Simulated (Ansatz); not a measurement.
# Direct or indirect: SnSe2 (P-3m1)

```xyz
3
Lattice="3.8110 0.0000 0.0000 -1.9055 3.3004 0.0000 0.0000 0.0000 6.1360" Properties=species:S:1:pos:R:3 pbc="T T T"
Sn    0.0000    0.0000    0.0000
Se    1.9055    1.1001    4.6081
Se    0.0000    2.2003    1.5279
```

Method: Ansatz, PBE, independent particles, without spin-orbit coupling, line width 0.2 eV (Gaussian). The band structure gives a fundamental gap of 0.73 eV. The spectrum of vertical transitions near the edge:

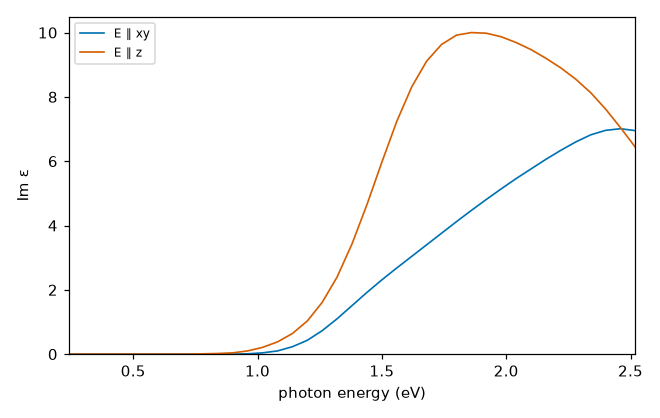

Problem. Is the gap direct or indirect, and about where do vertical transitions set in?

Solution. Indirect, by the band path, whose least direct gap is 1.10 eV. The curves fit this: they stay near zero above 0.73 eV and rise only from about 1.1 eV, though a forbidden direct transition would look alike. Lines are broadened by 0.2 eV, which spreads the edge, and phonons, which would give weak absorption from the fundamental gap up, are left out.

[Logs are printed without paths, hosts, clocks, repeated set-up lines and the standing remarks that a program may print on its own settings, such as how far it seeks lower states.]
